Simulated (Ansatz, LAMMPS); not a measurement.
# A frame of amorphous polystyrene (as short chains C42H46) from 300 K (176 atoms) under strain, part 2 of 3

Aim: relax a frame of amorphous polystyrene (as short chains C42H46) from 300 K (176 atoms), then change its volume and shape to read moduli from the stress.

Ansatz 0.2.0; Kohn-Sham DFT, PBE+D4, PAW (set soft_2), plane waves.

The cell: 84 C and 92 H. The network of contacts between molecules at the start is that of the classical potential that made the cell. Only the Γ point is sampled.

So far. Step 2 (Single point at the start): The r.m.s. force at the start is 0.92 eV/Å. Step 3 (Cell and atoms relaxed): The relaxation converged after 27 steps, with a largest force component of 0.0067 eV/Å.

## 4. Single point at the relaxed geometry

One more single point at the end of the walk gives the fuller output and checks the residual forces.

Input file input.yaml:

```yaml
crystal:
  lattice:
    - [12.36895, 0.05023, -0.12777]
    - [0.05023, 11.70107, -0.73145]
    - [-0.12777, -0.73145, 11.98154]
  atoms:
    - { symbol: C, position: [0.82603, 0.44691, 0.32499] }
    - { symbol: C, position: [0.9229, 0.5176, 0.29836] }
    - { symbol: C, position: [0.0288, 0.44821, 0.27918] }
    - { symbol: C, position: [0.05926, 0.38653, 0.37936] }
    - { symbol: C, position: [0.05826, 0.26635, 0.37147] }
    - { symbol: C, position: [0.08311, 0.20971, 0.46466] }
    [... 164 atom lines left out ...]
    - { symbol: H, position: [0.19519, 0.90031, 0.33961] }
    - { symbol: H, position: [0.27102, 0.83696, 0.15002] }
    - { symbol: H, position: [0.15388, 0.83371, 0.98068] }
    - { symbol: H, position: [0.78426, 0.95121, 0.02323] }
    - { symbol: H, position: [0.78481, 0.86169, 0.89362] }
    - { symbol: H, position: [0.81521, 0.80221, 0.01855] }
kpoints:
  mp_grid: { grid: [1, 1, 1] }
hamiltonian:
  xc: pbe
  dispersion: d4
scf:
  occupations: { method: gaussian, width: 0.05 }
output:
  forces: true
  stress: true
  populations: intrinsic
  dos:
    method: { smearing: { sigma: 0.08 } }
    de: 0.1
    projected: { site_lists: { C: [C], H: [H] } }
  eigenvalues: true
  write_density: true
  write_potential: true
  volumetric_format: npy
  elf: true
```

Launch:

```console
> ansatz run input.yaml --threads 4 --pin off --max-ram 8192MiB --backend cpu --events-out ev --progress --plain --runs-dir out
```

Numbers of over 12 decimals in the logs are rounded to 6 here.

What it wrote:

```text
[...]
Crystal: 176 atoms, lattice volume = 1727.258 Å³
Basis set: ecut = 420 eV, 33799 PW (Γ), exchange–correlation on 180×160×162 points (8 copies of the dense FFT grid, shifted against one another)
Bands: 390, of which v1, the nominal top of the filled ones, is band 214 counted from 1 (213 counted from 0)
Symmetry: 1 space group operations
[...]
k-points: 1
[...]
SCF iter   1: F=—  HF=-22560.505140 eV  |F-HF|=—  |Δ(HF+E_count)|=         —  Δρ=3.17e-3  dr2=2.39e-1  ethr=1.77e-3  ⟨swp⟩=6.0  Hψ=1792  notcnv=0  defer=70
[...]
SCF iter   9: F=-22560.524390 eV  HF=-22560.524390 eV  |F-HF|=7.85e-9  |Δ(HF+E_count)|=   1.65e-7  Δρ=1.02e-6  dr2=2.75e-8  ethr=2.34e-11  ⟨swp⟩=22.0  Hψ=3224  notcnv=0
SCF 1 converged in 9 iterations: F = -22560.524390 eV  dr2 = 2.75e-8
[...]
WARN: The input density's exchange-correlation potential varies sharply where the density is thin. Do not read a vacuum level from v_tot or v_xc, or from such a field of the output density. On a cell that repeats whose density bears no net charge and no dipole along the vacuum's axis use v_es (v_loc + v_h of the components); [...]
SCF converged after 9 iterations
Free energy (F): -22560.524390 eV
[...]
Internal energy: -22560.524390 eV  (E = F + TS)
E sigma→0 (E₀):  -22560.524390 eV
Fermi energy:    1.966867 eV
[...]
--- Forces (eV/Å), atoms counted from 1 ---
  atom   1  C      0.00371502    -0.00126771    -0.00160204
  atom   2  C     -0.00088942     0.00354271     0.00204585
  atom   3  C      0.00455682    -0.00293495     0.00148149
  atom   4  C     -0.00261561     0.00548199    -0.00302326
  atom   5  C     -0.00060256    -0.00374736    -0.00148873
  atom   6  C      0.00101287     0.00273743     0.00682816
  atom   7  C     -0.00096824     0.00011415    -0.00256654
  atom   8  C     -0.00111640     0.00037675    -0.00069978
  atom   9  C      0.00263360    -0.00039752     0.00073552
  atom  10  C     -0.00158477    -0.00104725    -0.00044195
  atom  11  C      0.00015837    -0.00099048    -0.00155525
  atom  12  C      0.00183862    -0.00165216     0.00660633
  atom  13  C      0.00380809    -0.00322670    -0.00606048
  atom  14  C     -0.00085947     0.00500964     0.00509308
[...]
atom 175  H      0.00075306     0.00127786     0.00068484
  atom 176  H      0.00180301    -0.00201315     0.00040523
  max |Σ_I F_I| component: 5.12e-5 eV/Å
--- Stress (GPa, compression-positive) ---
       -0.009043       0.003260      -0.004353
        0.003259       0.001213      -0.021413
       -0.004353      -0.021414       0.006859
  P = ⅓ Tr σ = -0.0003 GPa (-0.003 kbar)
--- Band table (eV) ---
[...]
--- intrinsic populations: 176 sites ---
  site symbol       q [e]
     0      C      4.5125
     1      C      4.2951
     2      C      4.1386
[...]
175      H      0.8274
  spilling = 0.000000 (of n_electrons = 428.000000)
```

It took 16 s on 4 threads of Intel Xeon 6975P-C (Granite Rapids), shared host; peak memory 2.2 GiB.

The program notes that the exchange-correlation potential is rough where the density is thin.

Numbers from this run:

- free energy: -22560.5244 eV
- free energy per atom: -128.1848 eV/atom
- SCF cycles: 9
- pressure: -0.0003235 GPa
- r.m.s. force component: 0.0022 eV/Å
- longest force: 0.00926 eV/Å
- Fermi energy: 1.967 eV
- gap (highest filled to lowest empty level): 3.977 eV

Intrinsic-atomic-orbital charges by element and coordination:

```tsv
element	coordination	atoms	mean charge (e)	spread	least	most
C	all	84	-0.181	0.108	-0.512	0.0177
C	3	60	-0.148	0.0723	-0.197	0.0177
C	4	24	-0.266	0.134	-0.512	-0.125
H	all	92	0.166	0.0097	0.142	0.185
```

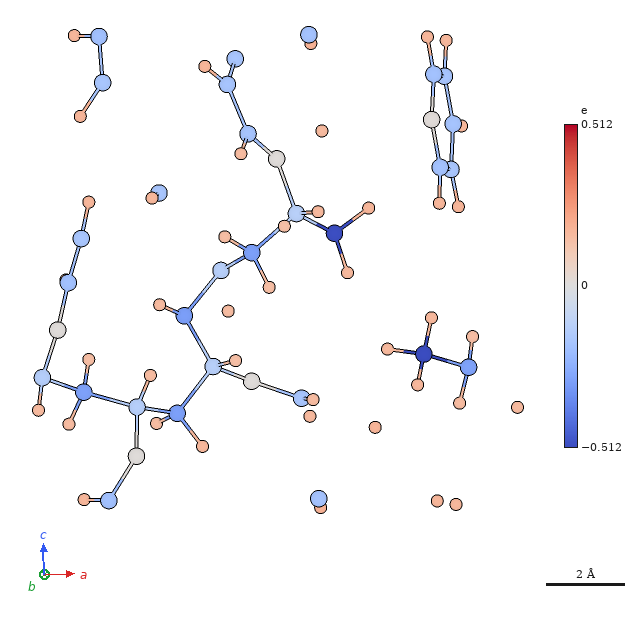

Atoms coloured by intrinsic-atomic-orbital charge. Drawn is a slice 4 Å thick, seen along the normal of the ac plane. Bonds to atoms that aren't drawn are left out.

Density of states as counts of states in windows of 1 eV (from the Fermi level), total and the larger projections:

```tsv
from (eV)	to (eV)	total	C p	H s	C s
-18	-17	17.6	2.8	1.6	12.9
-17	-16	10.4	2.2	1.4	6.6
-16	-15	10.6	2.7	1.2	6.5
-15	-14	36.1	9.4	4.6	21.6
-14	-13	4.9	1.4	1.0	2.5
-13	-12	7.2	2.7	1.4	3.1
-12	-11	35.9	17.9	5.8	11.5
-11	-10	16.9	8.9	3.5	4.2
-10	-9	16.3	10.5	4.0	1.5
-9	-8	18.2	12.8	3.8	1.3
-8	-7	50.2	35.8	10.2	3.6
-7	-6	44.0	33.2	9.5	0.8
-6	-5	48.7	38.3	9.3	0.6
-5	-4	53.1	38.3	14.1	0.4
-4	-3	15.1	11.7	3.1	0.2
-3	-2	36.7	36.1	0.3	0.2
-2	-1	0.9	0.9	0.0	0.0
-1	1	0.0	0.0	0.0	0.0
1	2	3.4	3.1	0.1	0.0
2	3	38.6	33.5	1.6	0.7
3	4	14.3	2.2	5.7	1.9
4	5	29.1	4.6	9.7	3.6
```

The curve was stored every 0.100 eV, coarse against its broadening of 0.08 eV, so these counts are rough.

Between -19 and -18 eV lie 5 more states.

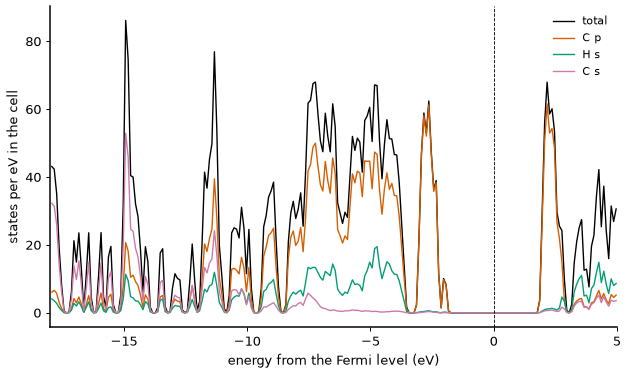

Total and projected density of states, with the broadening of the input.

The levels nearest the highest filled one (over half full), pooled over k-points and spins:

```tsv
level less the highest filled one (eV)	occupation
-0.525	2
-0.432	2
-0.377	2
-0.351	2
-0.309	2
0	2
3.98	0
3.99	0
4.06	0
4.07	0
4.11	0
4.15	0
```

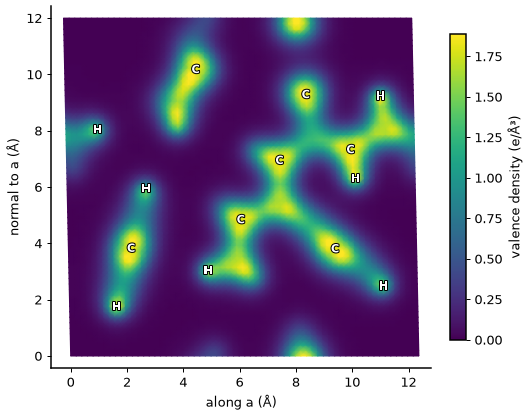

Valence density in the ac plane at fractional y = 0.213, with atoms of C and H within 0.2 Å of it. It is the smooth field of the valence electrons, not physical close to the nuclei. The map starts off the cell's origin, so that atoms lie inside it.

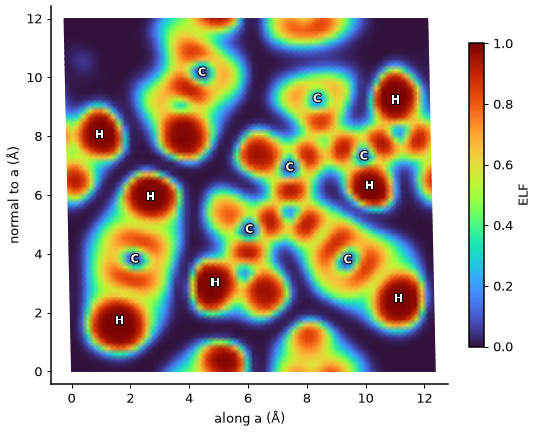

ELF in the ac plane at fractional y = 0.213, with atoms of C and H within 0.2 Å of it. It is the smooth field of the valence electrons, not physical close to the nuclei. The map starts off the cell's origin, so that atoms lie inside it.

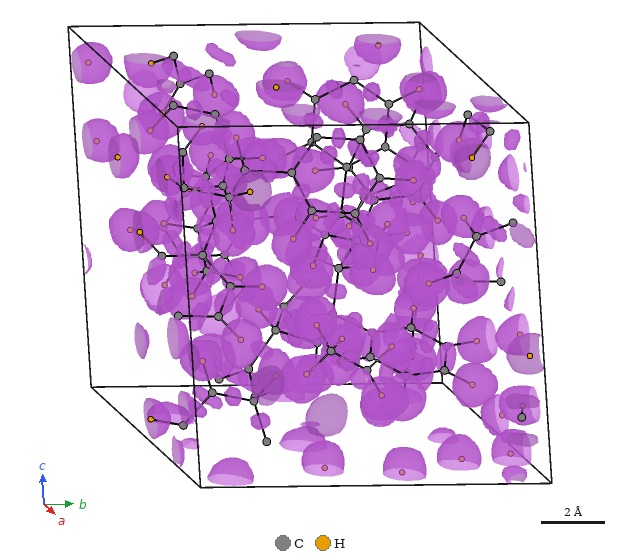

Surface of ELF = 0.85. Bonds to atoms that aren't drawn are left out.

The highest filled and lowest empty levels differ by 3.98 eV (at Γ alone); a semilocal functional tends to put such gaps too low. In a disordered cell it changes from sample to sample, and tail or defect levels can set it. Mean intrinsic-atomic-orbital charges: C -0.18, H +0.17 e. The largest share in the top eV of filled states is C p (99 % of the projected weight), and in the lowest eV of empty states C p (94 % of the projected weight).

## 5. Volume -3 %

The relaxed cell is scaled evenly and the atoms are relaxed again; the stress at the end gives one point of P(V).

input.yaml, the sections that differ from step 4:

```yaml
crystal:
  lattice:
    - [12.244, 0.04972, -0.12648]
    - [0.04972, 11.58287, -0.72406]
    - [-0.12648, -0.72406, 11.86051]
  atoms:
    [... the 176 atom lines of step 4 ...]
output:
  forces: true
  eigenvalues: true
  stress: true
relax:
  f_tol: 0.05
  max_steps: 70
# kpoints, hamiltonian, scf: as in step 4
```

What it wrote:

```text
Warning: output.stress: scf.convergence.dr2_threshold = 1e-7 eV (the SCF's general default) is looser than the 1.08e-8 eV advised for a printed stress (1e-10 eV for each atom of the cell: 176, of which 108 are counted). What an SCF threshold leaves in a stress goes as its square root, and in the free energy as the threshold itself, and one threshold admits the most on a small cell: [...]
[...]
Crystal: 176 atoms, lattice volume = 1675.441 Å³
Basis set: ecut = 420 eV, 32747 PW (Γ), exchange–correlation on 180×160×160 points (8 copies of the dense FFT grid, shifted against one another)
Bands: 390, of which v1, the nominal top of the filled ones, is band 214 counted from 1 (213 counted from 0)
Symmetry: 1 space group operations
[...]
k-points: 1
[...]
SCF iter   1: F=—  HF=-22559.886009 eV  |F-HF|=—  |Δ(HF+E_count)|=         —  Δρ=3.28e-3  dr2=2.35e-1  ethr=1.77e-3  ⟨swp⟩=6.0  Hψ=1792  notcnv=0  defer=70
[...]
SCF iter   6: F=-22559.904353 eV  HF=-22559.904352 eV  |F-HF|=8.05e-7  |Δ(HF+E_count)|=   3.43e-5  Δρ=2.21e-5  dr2=1.22e-5  ethr=1.46e-8  ⟨swp⟩=14.0  Hψ=2604  notcnv=0
SCF 1 converged in 6 iterations: F = -22559.904353 eV  dr2 = 1.22e-5
[...]
relax step   1: F+E_penalty+E_count = -22559.90435303 eV  Δ(F+E_penalty+E_count) = +0.000e0 eV  max|allowed force component| = 3.876e-1 eV/Å  Δτ_max = 0.0000 Å  (6 SCF iters, dr2 threshold 6.25e-5 eV, accepted)
[...]
relax step   2: F+E_penalty+E_count = -22560.43386021 eV  Δ(F+E_penalty+E_count) = -5.295e-1 eV  max|allowed force component| = 1.139e-1 eV/Å  Δτ_max = 0.0512 Å  (6 SCF iters, dr2 threshold 9.39e-6 eV, accepted)
[...]
relax step   3: F+E_penalty+E_count = -22560.48609268 eV  Δ(F+E_penalty+E_count) = -5.223e-2 eV  max|allowed force component| = 3.016e-2 eV/Å  Δτ_max = 0.0511 Å  (8 SCF iters, accepted)
SCF converged after 8 iterations
Free energy (F): -22560.486093 eV
[...]
Internal energy: -22560.486093 eV  (E = F + TS)
E sigma→0 (E₀):  -22560.486093 eV
Fermi energy:    2.147319 eV
[...]
--- Forces (eV/Å), atoms counted from 1 ---
  atom   1  C     -0.02172113    -0.00518946     0.00683048
  atom   2  C     -0.00698128     0.00453628    -0.00274180
  atom   3  C     -0.00186002     0.00404841     0.00075462
  atom   4  C      0.00635688    -0.01394035     0.01533367
  atom   5  C      0.00286142     0.00102488    -0.00628369
  atom   6  C     -0.00064469     0.00452556     0.00428458
  atom   7  C     -0.00016542     0.00506734    -0.00269107
  atom   8  C      0.00093362    -0.00265951    -0.00419171
  atom   9  C     -0.00050567     0.00539791    -0.00628298
  atom  10  C     -0.00165401     0.00369991     0.00046220
  atom  11  C      0.00311596     0.00104628     0.00136490
  atom  12  C      0.00524494    -0.01482066    -0.01415893
  atom  13  C     -0.00291163     0.00364616    -0.00073670
  atom  14  C      0.00402994    -0.00402578     0.00097669
[...]
atom 175  H      0.00304026    -0.00210121     0.00355225
  atom 176  H      0.00195861     0.00164377     0.00005670
  max |Σ_I F_I| component: 2.05e-5 eV/Å
--- Stress (GPa, compression-positive) ---
        0.203431       0.004644       0.003184
        0.004643       0.191890      -0.042615
        0.003183      -0.042616       0.277659
  P = ⅓ Tr σ = 0.2243 GPa (2.243 kbar)
--- Band table (eV) ---
[...]
--- Relaxed structure (3 steps of the walk, 3 accepted, 0 SCFs on fresh bases) ---
  F+E_penalty+E_count = -22560.48609268 eV   max|allowed force component| = 3.016e-2 eV/Å
  atoms:
    - { symbol: C, position: [0.822225, 0.446435, 0.325563] }
    - { symbol: C, position: [0.919521, 0.517778, 0.297369] }
    - { symbol: C, position: [0.026238, 0.447515, 0.277695] }
    - { symbol: C, position: [0.057414, 0.385920, 0.379153] }
[...]
- { symbol: H, position: [0.814265, 0.801729, 0.019878] }
```

Run time: 37 s. Hardware: 4 threads; peak memory 2.1 GiB; 2.4 min of CPU time.

The program notes that the SCF threshold is loose for the stress.

The relaxation converged after 3 steps, 0.582 eV below its start, with a largest force component of 0.030 eV/Å.

Volume -3 %: the energy stands 0.0383 eV above that of the reference, at a pressure of 0.224 GPa.

## 6. Volume +3 %

The relaxed cell is scaled to another volume.

input.yaml, the sections that differ from step 5:

```yaml
crystal:
  lattice:
    - [12.49142, 0.05073, -0.12904]
    - [0.05073, 11.81693, -0.73869]
    - [-0.12904, -0.73869, 12.10018]
  atoms:
    [... the 176 atom lines of step 4 ...]
# kpoints, hamiltonian, scf, output, relax: as in step 5
```

What it wrote:

```text
[...]
Crystal: 176 atoms, lattice volume = 1779.076 Å³
Basis set: ecut = 420 eV, 34747 PW (Γ), exchange–correlation on 180×160×180 points (8 copies of the dense FFT grid, shifted against one another)
Bands: 390, of which v1, the nominal top of the filled ones, is band 214 counted from 1 (213 counted from 0)
Symmetry: 1 space group operations
[...]
k-points: 1
[...]
SCF iter   1: F=—  HF=-22559.936693 eV  |F-HF|=—  |Δ(HF+E_count)|=         —  Δρ=3.09e-3  dr2=2.45e-1  ethr=1.77e-3  ⟨swp⟩=6.0  Hψ=1780  notcnv=0  defer=70
[...]
SCF iter   5: F=—  HF=-22559.954371 eV  |F-HF|=—  |Δ(HF+E_count)|=   4.04e-4  Δρ=6.78e-5  dr2=1.28e-4  ethr=2.11e-7  ⟨swp⟩=2.0  Hψ=595  notcnv=0  defer=165
SCF iter   6: F=-22559.954402 eV  HF=-22559.954402 eV  |F-HF|=3.68e-7  |Δ(HF+E_count)|=   3.13e-5  Δρ=2.48e-5  dr2=1.61e-5  ethr=1.46e-8  ⟨swp⟩=16.0  Hψ=2485  notcnv=0
SCF 1 converged in 6 iterations: F = -22559.954402 eV  dr2 = 1.61e-5
[...]
relax step   1: F+E_penalty+E_count = -22559.95440154 eV  Δ(F+E_penalty+E_count) = +0.000e0 eV  max|allowed force component| = 3.593e-1 eV/Å  Δτ_max = 0.0000 Å  (6 SCF iters, dr2 threshold 6.25e-5 eV, accepted)
[...]
relax step   2: F+E_penalty+E_count = -22560.44121968 eV  Δ(F+E_penalty+E_count) = -4.868e-1 eV  max|allowed force component| = 1.071e-1 eV/Å  Δτ_max = 0.0498 Å  (6 SCF iters, dr2 threshold 8.07e-6 eV, accepted)
[...]
relax step   3: F+E_penalty+E_count = -22560.48846183 eV  Δ(F+E_penalty+E_count) = -4.724e-2 eV  max|allowed force component| = 2.690e-2 eV/Å  Δτ_max = 0.0327 Å  (8 SCF iters, accepted)
SCF converged after 8 iterations
Free energy (F): -22560.488462 eV
[...]
Internal energy: -22560.488462 eV  (E = F + TS)
E sigma→0 (E₀):  -22560.488462 eV
Fermi energy:    1.799066 eV
[...]
Σ components = -22560.488462   (vs F -22560.488462, Δ=0.00e0)
--- Forces (eV/Å), atoms counted from 1 ---
  atom   1  C      0.02299761     0.00369179    -0.00639658
  atom   2  C      0.00305115    -0.00164181     0.00347208
  atom   3  C      0.00470934    -0.00925078    -0.00328369
  atom   4  C     -0.00608362     0.01215295    -0.01433388
[...]
atom 176  H     -0.00089423    -0.00371254     0.00152723
  max |Σ_I F_I| component: 5.56e-5 eV/Å
--- Stress (GPa, compression-positive) ---
       -0.160270       0.001988      -0.013569
        0.001987      -0.118162      -0.008934
       -0.013569      -0.008935      -0.177989
  P = ⅓ Tr σ = -0.1521 GPa (-1.521 kbar)
--- Band table (eV) ---
[...]
--- Relaxed structure (3 steps of the walk, 3 accepted, 0 SCFs on fresh bases) ---
  F+E_penalty+E_count = -22560.48846183 eV   max|allowed force component| = 2.690e-2 eV/Å
  atoms:
    - { symbol: C, position: [0.829917, 0.446595, 0.324184] }
    - { symbol: C, position: [0.926123, 0.516918, 0.298923] }
    - { symbol: C, position: [0.031418, 0.448664, 0.280493] }
    - { symbol: C, position: [0.061194, 0.387445, 0.379735] }
[...]
- { symbol: H, position: [0.816889, 0.803450, 0.017207] }
```

Elapsed: 38 s, on 4 threads; peak memory 2.2 GiB.

The relaxation converged after 3 steps, 0.534 eV below its start, with a largest force component of 0.027 eV/Å.

Volume +3 %: the energy stands 0.0359 eV above that of the reference, at a pressure of -0.152 GPa.

## 7. Volume -6 %

The relaxed cell is scaled to another volume.

Input and log are left out; they have the form of those shown for this kind of step.

Wall time 1.8 min (4 threads of Intel Xeon 6975P-C (Granite Rapids), shared host); peak memory 2 GiB; 6.8 min of CPU time.

The relaxation converged after 9 steps, 2.45 eV below its start, with a largest force component of 0.023 eV/Å.

Volume -6 %: the energy stands 0.128 eV above that of the reference, at a pressure of 0.413 GPa.

## 8. Volume +6 %

The relaxed cell is scaled to another volume.

Input and log are left out; they have the form of those shown for this kind of step.

The job ended after 51 s (4 threads of Intel Xeon 6975P-C (Granite Rapids), shared host; peak memory 2.3 GiB; 3.2 min of CPU time).

The relaxation converged after 4 steps, 2.06 eV below its start, with a largest force component of 0.024 eV/Å.

Volume +6 %: the energy stands 0.105 eV above that of the reference, at a pressure of -0.242 GPa.

## 9. Volume -10 %

The relaxed cell is scaled to another volume.

Input and log are left out; they have the form of those shown for this kind of step.

The job ended after 100 s (4 threads of Intel Xeon 6975P-C (Granite Rapids), shared host; peak memory 2 GiB; 6.2 min of CPU time).

The relaxation converged after 8 steps, 7.19 eV below its start, with a largest force component of 0.045 eV/Å.

Volume -10 %: the energy stands 0.436 eV above that of the reference, at a pressure of 0.891 GPa.

(Continued in part 3 of 3.)

[Logs are printed without paths, hosts, clocks, repeated set-up lines and the standing remarks that a program may print on its own settings, such as how far it seeks lower states.]

[Hosts, paths, dates, database ids (printed as entryN), source tags and the programs' standing remarks are cut or masked in the printed files.]
